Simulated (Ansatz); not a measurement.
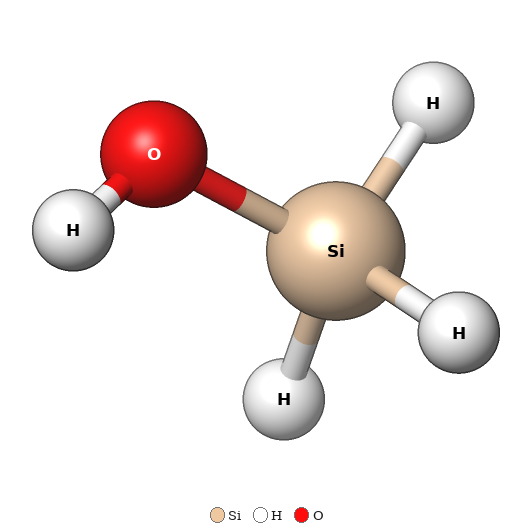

Rendered structure (ball-and-stick style).

Computed geometry: PBE0-D4/def2-TZVP optimisation.

Identify the structure.

It has 6 atoms: 4 hydrogen, 1 oxygen and 1 silicon (H₄OSi). The point group is Cs. Coordination: 1 Si tetrahedral; 1 O bent.

The parts below concern this one geometry. Atoms keep their numbers from picture to picture.

## Geometry

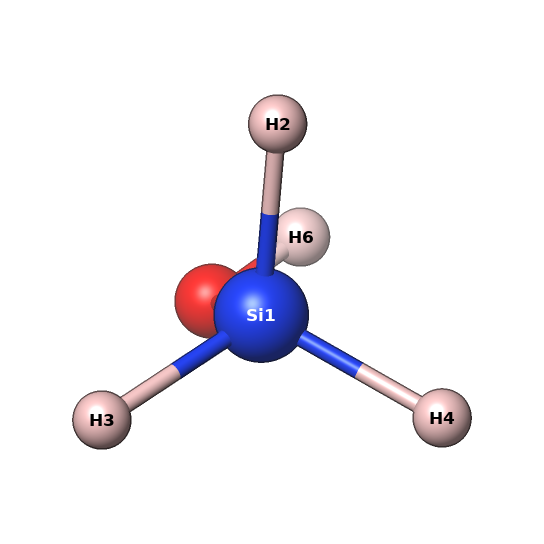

O5 lies behind Si1. The molecule seen a little off the Si1–O5 bond, Si1 in front. Atoms fade into the background with distance from the viewer.

Question: What is the torsion angle H2–Si1–O5–H6? The sign is positive where the front bond must turn clockwise to cover the back bond.

Answer: 60°, synclinal (gauche).

## Vibrations

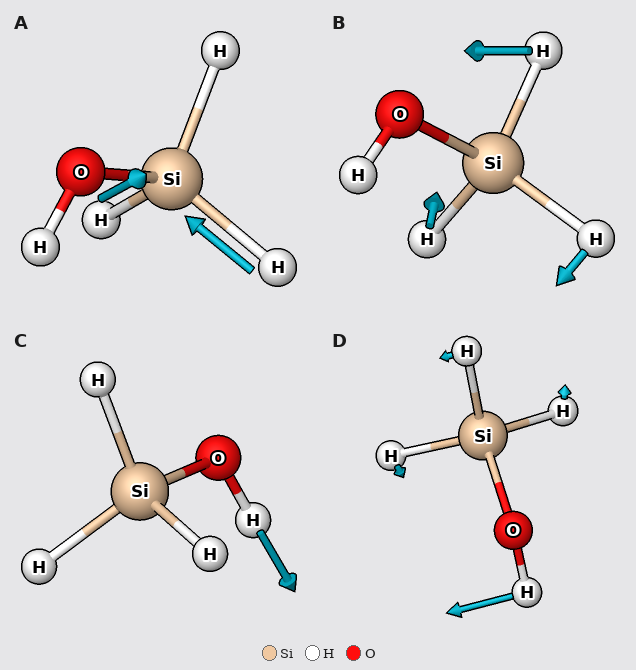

4 normal modes of one molecule or complex, as arrows. Harmonic vibrations computed with RKS PBE0-D4/def2-TZVP (Ansatz 0.2.0) at a stationary point of the same level.

Question: Match the panels to the wavenumbers 197 cm⁻¹, 947 cm⁻¹, 2214 cm⁻¹, 3931 cm⁻¹.

Answer: A: 2214 cm⁻¹, in-phase stretching of 2 Si–H bonds
B: 947 cm⁻¹, H–Si–H bending
C: 3931 cm⁻¹, O–H stretching
D: 197 cm⁻¹, a torsion or out-of-plane motion in which bond lengths and bond angles hardly change

## Electronic properties

Properties computed with RKS PBE0-D4/def2-TZVPP (Ansatz 0.2.0).

Predict the main results.

- HOMO energy (Kohn–Sham orbital): −8.73 eV
- LUMO energy (Kohn–Sham orbital): 0.04 eV
- HOMO–LUMO gap: 8.77 eV

## Thermal motion

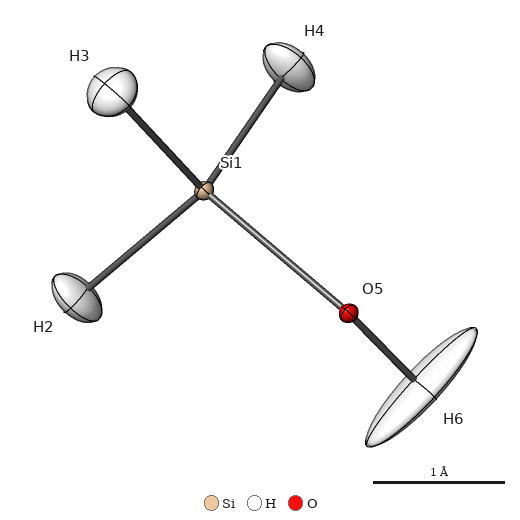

Displacement ellipsoids at the 50 % level, from the internal vibrations of the free molecule (harmonic, no overall translation or rotation; no half-axis is drawn under 0.075 Å). Vibrations computed with RKS PBE0-D4/def2-TZVP (Ansatz 0.2.0). Temperature: 298 K.

Question: Which atom moves most?

Answer: H6, with U_eq = 0.0603 Å².

Question: Does H6 move more along its bond or across it?

Answer: Across it: the root-mean-square amplitude is 0.065 Å along the bond and up to 0.396 Å across, since bending and torsion are softer than stretching.

List U_eq and the three principal root-mean-square amplitudes for each kind of atom.

| atom | U_eq (Å²) | rms amplitudes (Å) |
| --- | --- | --- |
| Si1 | 0.00017 | 0.011, 0.011, 0.017 |
| H2, H4 | 0.0153 | 0.086, 0.124, 0.152 |
| H3 | 0.0150 | 0.085, 0.134, 0.141 |
| O5 | 0.00063 | 0.012, 0.029, 0.030 |
| H6 | 0.0603 | 0.065, 0.141, 0.396 |
